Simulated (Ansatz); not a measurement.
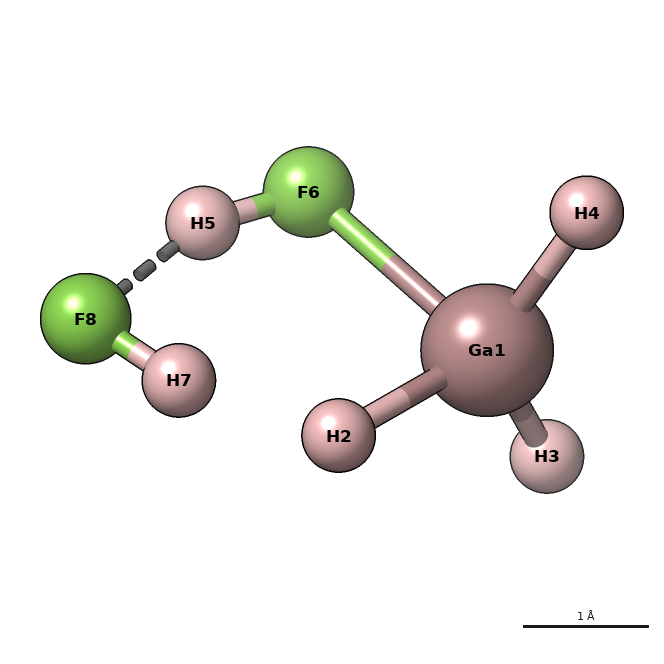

Broken lines mark hydrogen bonds. The geometry was computed by an optimisation with PBE0-D4/def2-TZVP.

Give donor, acceptor, H···A distance and D–H···A angle of each hydrogen bond.

| D–H···A | D–H (Å) | H···A (Å) | angle (°) | kind |
| --- | --- | --- | --- | --- |
| F6–H5···F8 | 0.96 | 1.52 | 156 | intermolecular |
